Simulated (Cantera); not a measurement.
A closed system holds: 1 mol B₂O₃, 9.2 mol BCl₃, 11 mol N₂, 4.1 mol F₂, held at 0.100 bar.

Method: chemical equilibrium by Gibbs-energy minimisation in Cantera with the NASA 1993 tables (ideal gas, pure condensed phases). Candidate condensed phases: B, BN, B₂O₃; 42 gas species. The tables' values for BOCl, BF₂, BCl₂ are old estimates; treat these amounts as uncertain. The numbers say what is thermodynamically allowed, not how fast it happens.

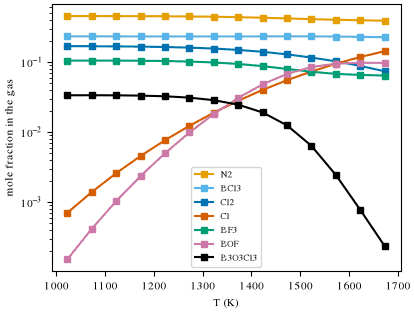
Equilibrium gas composition (values under 1e-9 drawn at 1e-9)

**Question.** Read off the mole fractions at 1323 K.

**Answer.** N₂ about 0.44, BCl₃ about 0.23, Cl₂ about 0.16, BF₃ about 0.098, B₃O₃Cl₃ about 0.029, Cl about 0.019, BOF about 0.018.
